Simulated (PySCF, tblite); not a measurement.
Breaking a bond: CH, doublet.

Levels: GFN2-xTB, 300 K electronic temperature (tblite); UHF/cc-pVTZ (PySCF); ROKS-PBE = restricted open-shell PBE/cc-pVTZ run with PySCF.

Energies are in kcal/mol, each relative to the lowest point of its own curve near equilibrium.

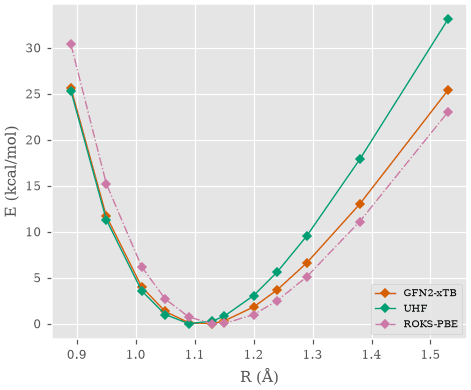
Energy against bond length for each method.

| R / Å | GFN2-xTB | UHF | ROKS-PBE |
|---|---|---|---|
| 0.89 | 25.6 | 25.3 | 30.4 |
| 0.95 | 11.7 | 11.3 | 15.2 |
| 1.01 | 4.0 | 3.6 | 6.2 |
| 1.05 | 1.3 | 1.0 | 2.7 |
| 1.09 | 0.1 | 0.0 | 0.7 |
| 1.13 | 0.0 | 0.3 | 0.0 |
| 1.15 | 0.3 | 0.8 | 0.0 |
| 1.20 | 1.8 | 3.1 | 1.0 |
| 1.24 | 3.7 | 5.6 | 2.5 |
| 1.29 | 6.6 | 9.5 | 5.1 |
| 1.38 | 13.0 | 17.9 | 11.1 |
| 1.53 | 25.4 | 33.1 | 23.0 |

At the longest distance, 1.53 Å, UHF lies highest above its minimum (33.1 kcal/mol) and ROKS-PBE lowest (23.0 kcal/mol).

The scan ran from 0.89 to 4.54 Å; beyond the distances shown one of the unrestricted levels run for this scan, shown here or not, changes its spin distribution in one step. The unrestricted determinant behind UHF is spin-contaminated at 0.89 to 1.53 Å (<S²> up to 1.2, against 0.75 for a pure doublet).
